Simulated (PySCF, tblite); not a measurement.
# C6H4FO−: dynamics, then NMR shifts on frames

Aim: move C6H4FO− (`[O-]c1ccc(F)cc1`) away from its starting geometry and see how NMR shifts follow the geometry.

The runs use tblite 0.8.0 and PySCF 2.14.0, with density-fitted response routines of our own; the level of theory stands in each step. All values are computed, except where a source is named. Atoms are numbered from 0 throughout.

## Step 1: Starting geometry

12 atoms, charge -1, multiplicity 1; geometry from: GFN2-xTB.

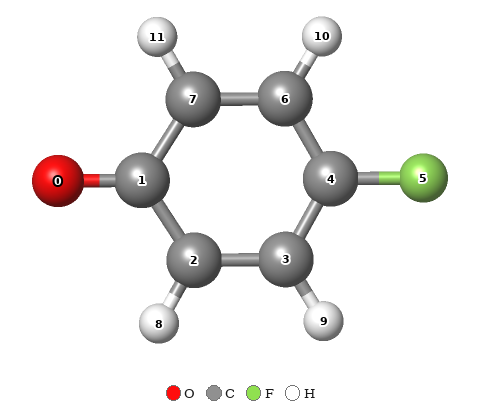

The starting geometry (oxygen red, carbon grey, fluorine green, hydrogen white), atoms numbered.

## Step 2: Thermal motion with GFN2-xTB

What the job is given:

```
{"job": {"kind": "md", "xc": "GFN2-xTB", "basis": "xTB", "temperature": 300, "steps": 2000, "every": 50, "frames": 5}, "charge": -1, "multiplicity": 1}
O     -2.700643    -0.332941     0.010770
C     -1.451665    -0.179272     0.005581
C     -0.533116    -1.280413    -0.001128
C      0.830055    -1.111192    -0.008580
C      1.357598     0.167665    -0.009962
F      2.738528     0.337307    -0.018642
C      0.534901     1.279944    -0.003284
C     -0.828478     1.112171     0.004695
H     -0.948730    -2.281422     0.000091
H      1.500239    -1.964118    -0.012559
H      0.978112     2.269977    -0.004131
H     -1.475602     1.981608     0.011122
```

Method: GFN2-xTB Langevin dynamics, gas phase.

The run is started by

```console
$ OMP_NUM_THREADS=1 python probes_run.py task.json out
```

One launch serves the whole session: the jobs run in the order shown.

What it wrote:

```text
t/fs     T/K      E/eV
    0.0   261.5   -650.01835
   25.0   144.6   -649.66625
   50.0   241.9   -649.67112
   75.0   278.6   -649.66082
  100.0   218.1   -649.60996
  125.0   233.0   -649.76133
  150.0   211.9   -649.66234
  175.0   266.1   -649.63273
  200.0   269.2   -649.67161
  225.0   168.9   -649.65687
  250.0   206.0   -649.72482
  275.0   276.8   -649.72748
  300.0   301.4   -649.60652
  325.0   290.0   -649.45717
  350.0   377.8   -649.66098
  375.0   269.6   -649.76356
  400.0   240.4   -649.78728
  425.0   276.3   -649.81608
  450.0   247.3   -649.64234
  475.0   252.7   -649.74401
  500.0   213.3   -649.70068
  525.0   267.9   -649.77355
  550.0   194.6   -649.82388
  575.0   247.1   -649.70846
  600.0   303.0   -649.62248
  625.0   343.6   -649.62929
  650.0   379.8   -649.58528
  675.0   339.2   -649.62077
  700.0   317.3   -649.64941
  725.0   362.5   -649.49435
  750.0   308.4   -649.71476
  775.0   177.7   -649.51319
  800.0   303.6   -649.77440
  825.0   226.5   -649.69136
  850.0   150.4   -649.56126
  875.0   288.6   -649.73730
  900.0   282.1   -649.73341
  925.0   197.3   -649.60108
  950.0   312.5   -649.78199
  975.0   295.6   -649.66715
 1000.0   276.1   -649.69784
```

Run time: 9.8 s. Hardware: 1 thread of Intel Xeon Platinum 8375C at 2.90GHz, shared host; peak memory 0.18 GiB.

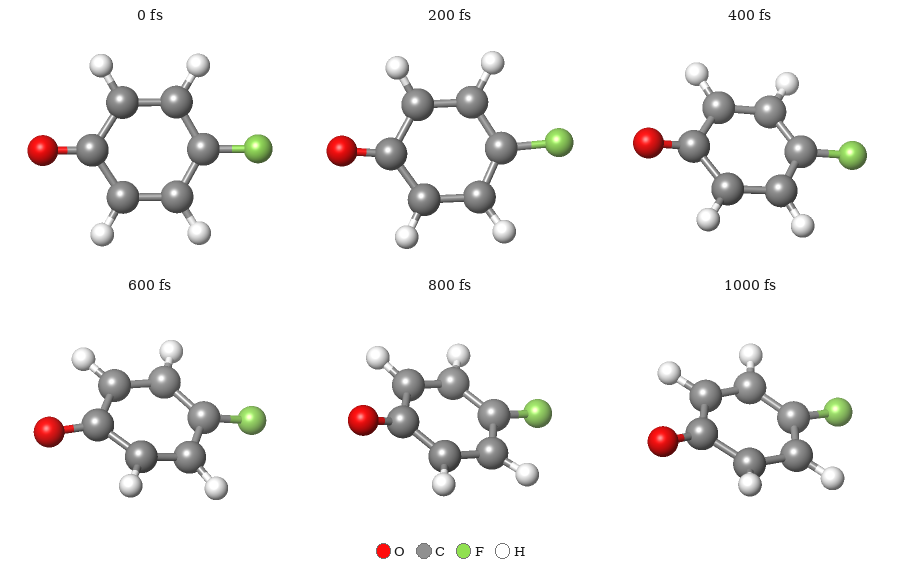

Frames of the run.

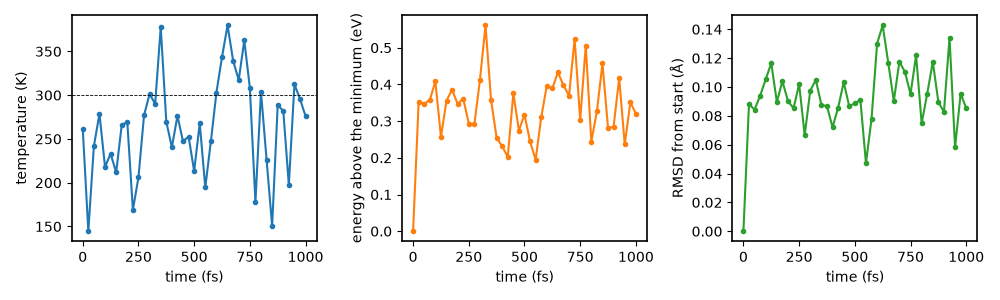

Temperature, potential energy and distance from the start.

Positions (Å) and forces (eV/Å) at 1000 fs:

```xyz
12

O    -2.975   -0.933    1.703    0.072    0.338   -0.472
C    -1.973   -0.644    0.995    0.958   -0.420   -0.057
C    -0.692   -1.260    1.252    1.630    1.561   -1.204
C     0.514   -0.930    0.568   -2.062    0.257   -0.406
C     0.392   -0.017   -0.516    1.693   -1.639    1.242
F     1.546    0.228   -1.297   -0.581    0.079    0.385
C    -0.784    0.601   -0.784   -0.658    1.050   -0.819
C    -1.918    0.285   -0.089   -1.595    0.007    0.421
H    -0.678   -1.752    2.178    0.395   -1.099    0.869
H     1.478   -1.397    0.784   -0.411    0.172    0.049
H    -0.810    1.401   -1.541   -0.034   -0.457    0.160
H    -2.893    0.752   -0.299    0.593    0.153   -0.168
```

## Step 3: Shielding tensors: 250 fs, PBE0/pcSseg-1

What the job is given:

```
{"job": {"kind": "nmr", "xc": "PBE0", "basis": "pcSseg-1", "pop": false}, "charge": -1, "multiplicity": 1}
O     -3.068400    -0.338100     0.489900
C     -1.841000    -0.078700     0.363100
C     -0.816200    -1.144500     0.516100
C      0.498400    -0.911300     0.336000
C      0.930000     0.352100     0.095300
F      2.300900     0.570500    -0.065300
C      0.013400     1.398700    -0.095700
C     -1.348300     1.180400     0.004700
H     -1.210700    -2.030400     0.984100
H      1.253500    -1.738900     0.319400
H      0.400200     2.375100    -0.298100
H     -1.960700     2.055400    -0.215500
```

Method: GIAO PBE0/pcSseg-1 NMR shielding, non-relativistic, gas phase.

What it wrote:

```text
coarse grid: 11168 points
cycle   1  E = -405.3763614136  dE =  1.471e+00  |g| = 9.669e-01  |ddm| = 3.492e+00
cycle   2  E = -402.6893033535  dE =  2.687e+00  |g| = 2.863e+00  |ddm| = 6.435e+00
cycle   3  E = -405.4721213463  dE = -2.783e+00  |g| = 6.255e-01  |ddm| = 6.259e+00
cycle   4  E = -405.5709762652  dE = -9.885e-02  |g| = 1.365e-01  |ddm| = 7.660e-01
cycle   5  E = -405.5742747696  dE = -3.299e-03  |g| = 6.571e-02  |ddm| = 2.300e-01
cycle   6  E = -405.5750952760  dE = -8.205e-04  |g| = 2.857e-02  |ddm| = 8.963e-02
cycle   7  E = -405.5753110751  dE = -2.158e-04  |g| = 9.484e-03  |ddm| = 4.040e-02
cycle   8  E = -405.5753323229  dE = -2.125e-05  |g| = 1.924e-03  |ddm| = 1.165e-02
cycle   9  E = -405.5753331220  dE = -7.992e-07  |g| = 7.603e-04  |ddm| = 3.579e-03
final grid: 111552 points
cycle  10  E = -405.6401331333  dE = -1.590e-05  |g| = 1.205e-02  |ddm| = 3.691e-02
cycle  11  E = -405.6400495269  dE =  8.361e-05  |g| = 2.383e-02  |ddm| = 3.945e-02
cycle  12  E = -405.6401620929  dE = -1.126e-04  |g| = 1.661e-03  |ddm| = 2.941e-02
cycle  13  E = -405.6401627074  dE = -6.145e-07  |g| = 3.933e-04  |ddm| = 2.390e-03
cycle  14  E = -405.6401627299  dE = -2.249e-08  |g| = 1.783e-04  |ddm| = 5.713e-04
cycle  15  E = -405.6401627373  dE = -7.379e-09  |g| = 4.086e-05  |ddm| = 2.175e-04
cycle  16  E = -405.6401627376  dE = -3.201e-10  |g| = 2.120e-05  |ddm| = 5.530e-05
converged SCF energy = -405.6401627376

GIAO shielding tensors (ppm)
atom      isotropic    diamagn.    paramagn.     s11        s22        s33       span
  0 O      -15.176     403.475    -418.651   -269.073    -96.924    320.469    589.541
  1 C        7.731     241.175    -233.444    -59.910    -26.658    109.761    169.671
  2 C       62.053     253.546    -191.494    -21.010     70.503    136.666    157.677
  3 C       70.123     255.789    -185.666    -15.875     71.592    154.651    170.525
  4 C       33.120     251.915    -218.795    -19.467     45.868     72.959     92.426
  5 F      340.720     479.251    -138.531    310.121    333.945    378.095     67.973
  6 C       65.184     256.695    -191.512    -28.332     66.774    157.110    185.442
  7 C       74.718     254.300    -179.582      0.150     76.064    147.940    147.790
  8 H       25.778      31.859      -6.082     24.073     25.071     28.189      4.116
  9 H       24.788      30.440      -5.652     21.916     25.436     27.012      5.096
 10 H       25.575      32.072      -6.498     23.371     24.761     28.591      5.220
 11 H       26.099      31.213      -5.114     23.445     26.036     28.816      5.370
```

It took 15 s on 1 thread of Intel Xeon Platinum 8375C at 2.90GHz, shared host; peak memory 0.72 GiB.

Shifts follow as δ = σ(reference) − σ, with reference shieldings (ppm) from runs at the same level and on the same kind of geometry: 1H TMS 31.72, 13C TMS 186.9, 19F CFCl3 170.9, 17O H2O 336.1. The references are single molecules in the gas phase, so shifts against H2O, NH3, PH3, H3PO4 or CFCl3 are not on the usual liquid scales and can be off by tens of ppm. Each atom is listed at this fixed geometry, with no averaging over motion; a spectrum would average atoms that exchange fast.

```csv
atoms,environment,σ (ppm),δ (ppm)
C1,substituted aromatic carbon,7.7,179.2
C4,aromatic carbon bearing fluorine,33.1,153.8
C2,aromatic CH,62.1,124.9
C6,aromatic CH,65.2,121.7
C3,aromatic CH,70.1,116.8
C7,aromatic CH,74.7,112.2
H9,hydrogen on an aromatic CH,24.79,6.93
H10,hydrogen on an aromatic CH,25.57,6.14
H8,hydrogen on an aromatic CH,25.78,5.94
H11,hydrogen on an aromatic CH,26.10,5.62
O0,oxygen bonded to C,-15.2,351.3
F5,aryl fluorine,340.7,-169.8
```

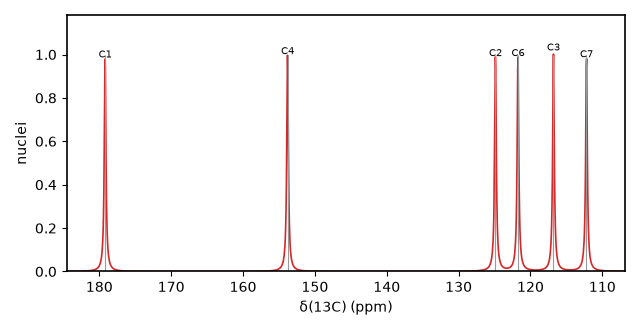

13C lines at the computed shifts, without couplings. Lines are broadened to a width of 0.27 ppm (Lorentzian).

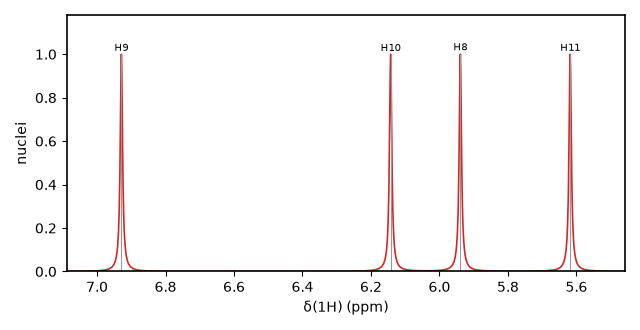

1H lines at the computed shifts, without couplings. Lines are broadened to a width of 0.01 ppm (Lorentzian).

Ring of atoms C1, C2, C3, C4, C6, C7: NICS(0) -6.4, NICS(1) -7.4, NICS(1)zz -16.5 ppm (means of both faces).

## Step 4: NMR shieldings: 425 fs, PBE0/pcSseg-1

What the job is given:

```
{"job": {"kind": "nmr", "xc": "PBE0", "basis": "pcSseg-1", "pop": false}, "charge": -1, "multiplicity": 1}
O     -3.224100    -0.159000     0.989200
C     -2.021300    -0.115600     0.620100
C     -1.085800    -1.062700     1.144600
C      0.232900    -0.965200     0.804100
C      0.695000     0.038500    -0.033600
F      2.063100     0.111300    -0.299000
C     -0.196500     0.910200    -0.668100
C     -1.502200     0.804000    -0.320200
H     -1.398400    -1.797400     1.877300
H      0.963900    -1.687800     1.179000
H      0.027000     1.675700    -1.375000
H     -2.110000     1.504600    -0.846100
```

With the program's defaults for keys left out, this is: GIAO PBE0/pcSseg-1 NMR shielding, non-relativistic, gas phase.

What it wrote:

```text
coarse grid: 11168 points
cycle   1  E = -405.3722553465  dE =  1.529e+00  |g| = 9.794e-01  |ddm| = 3.501e+00
cycle   2  E = -402.3812506472  dE =  2.991e+00  |g| = 2.913e+00  |ddm| = 1.177e+01
cycle   3  E = -405.4698425596  dE = -3.089e+00  |g| = 6.364e-01  |ddm| = 1.165e+01
cycle   4  E = -405.5718560700  dE = -1.020e-01  |g| = 1.574e-01  |ddm| = 7.886e-01
cycle   5  E = -405.5765345214  dE = -4.678e-03  |g| = 6.889e-02  |ddm| = 2.797e-01
cycle   6  E = -405.5774008872  dE = -8.664e-04  |g| = 3.102e-02  |ddm| = 9.598e-02
cycle   7  E = -405.5776444899  dE = -2.436e-04  |g| = 9.248e-03  |ddm| = 4.194e-02
cycle   8  E = -405.5776638826  dE = -1.939e-05  |g| = 1.775e-03  |ddm| = 1.157e-02
cycle   9  E = -405.5776645209  dE = -6.383e-07  |g| = 7.976e-04  |ddm| = 3.209e-03
final grid: 111552 points
cycle  10  E = -405.6423726858  dE = -1.601e-05  |g| = 1.210e-02  |ddm| = 3.717e-02
cycle  11  E = -405.6422914525  dE =  8.123e-05  |g| = 2.365e-02  |ddm| = 3.998e-02
cycle  12  E = -405.6424017086  dE = -1.103e-04  |g| = 1.777e-03  |ddm| = 2.990e-02
cycle  13  E = -405.6424024139  dE = -7.053e-07  |g| = 3.959e-04  |ddm| = 2.607e-03
cycle  14  E = -405.6424024359  dE = -2.198e-08  |g| = 1.780e-04  |ddm| = 5.697e-04
cycle  15  E = -405.6424024432  dE = -7.356e-09  |g| = 4.049e-05  |ddm| = 2.264e-04
cycle  16  E = -405.6424024436  dE = -3.178e-10  |g| = 2.075e-05  |ddm| = 5.572e-05
converged SCF energy = -405.6424024436

GIAO shielding tensors (ppm)
atom      isotropic    diamagn.    paramagn.     s11        s22        s33       span
  0 O      -12.009     403.608    -415.617   -269.185    -88.990    322.146    591.331
  1 C       12.124     238.964    -226.840    -57.216    -20.372    113.961    171.177
  2 C       65.458     254.800    -189.342    -15.387     72.375    139.387    154.774
  3 C       66.869     256.146    -189.276    -23.663     69.225    155.046    178.709
  4 C       34.036     249.726    -215.691    -12.547     41.253     73.400     85.947
  5 F      342.741     478.831    -136.090    311.732    343.645    372.845     61.114
  6 C       67.633     256.381    -188.748    -27.515     72.742    157.673    185.187
  7 C       71.856     254.918    -183.063     -7.205     74.178    148.595    155.800
  8 H       25.791      31.789      -5.998     23.775     25.392     28.204      4.429
  9 H       25.217      31.566      -6.349     22.638     25.081     27.933      5.296
 10 H       25.429      32.660      -7.231     22.922     24.964     28.401      5.479
 11 H       26.633      31.932      -5.299     23.742     26.291     29.865      6.123
```

Run time: 16 s. Hardware: 1 thread of Intel Xeon Platinum 8375C at 2.90GHz, shared host; peak memory 0.74 GiB.

This run: δ C1 174.8, C4 152.9, C2 121.5, C3 120.1, H9 6.50, H10 6.29 ppm.

[end of part 1 of 2]
